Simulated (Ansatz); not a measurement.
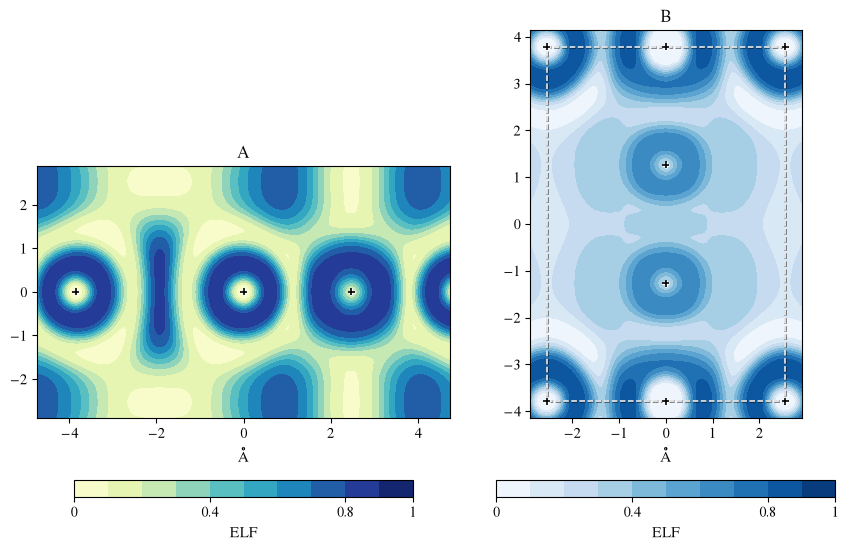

The ELF of 2 systems, each on a plane through atoms (crosses mark nuclei in the plane).

Computed with DFT PBE, scalar-relativistic, plane waves, PAW; 4f electrons in the core of a trivalent norm-conserving potential (Ansatz).

System 1: Er$_{4}$Cl, the (11̄0) plane of the conventional cell. Space group P6/mmm; a structure generated by program, which may or may not match a known phase; computed without spin polarisation; no Hubbard U on the f states and no spin–orbit coupling.

System 2: TbPIr$_{2}$, the (110) plane of the conventional cell. Space group P6/mmm; a structure generated by program, which may or may not match a known phase; computed without spin polarisation; no Hubbard U on the f states and no spin–orbit coupling.

```
Tb P Ir
1.0
     4.37754    0.00000    0.00000
    -2.18877    3.79106    0.00000
     0.00000    0.00000    5.09739
Tb P Ir
1 1 2
Direct
  0.00000 0.00000 0.50000
  0.00000 0.00000 0.00000
  0.33333 0.66667 0.00000
  0.66667 0.33333 0.00000
```

Q: Which map belongs to which system?

A: Panel A is system 1, Er$_{4}$Cl: the plane holds Er and Cl. Er–Cl (2.47 Å): the ELF peaks at about 0.85 in the valence shell of Cl, 0.8 Å from its nucleus, and is about 0.20 at the midpoint: no localised pair shows between them. Panel B is system 2, TbPIr$_{2}$: the plane holds Tb, P and Ir. P–Ir (2.53 Å): the ELF peaks at about 0.70 in the valence shell of P, 0.8 Å from its nucleus, and is about 0.30 at the midpoint.
